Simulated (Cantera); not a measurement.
Feed: 1 mol MgCO₃, a varied amount of H₂, held at 1825 K and 11.3 Torr.

Cantera equilibrium calculation (NASA polynomials, part measured and part estimated; ideal gas, pure solids and liquids). Candidate condensed phases: C, C₆H₆, C₇H₈, C₈H₁₈, H₂O, Mg, MgCO₃, MgO, Mg(OH)₂; 116 gas species. Equilibrium is a limit: real reactors are often held back by kinetics, nucleation or transport.

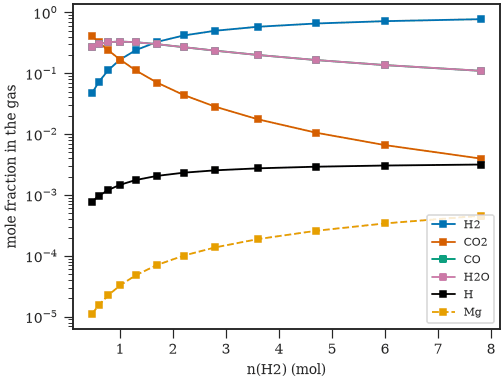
Fig. 1. Equilibrium gas composition (values under 1e-9 drawn at 1e-9)

From 0.47 mol H₂ to 7.8 mol H₂ the condensed part is MgO(s). The main Mg-bearing gas is Mg throughout.
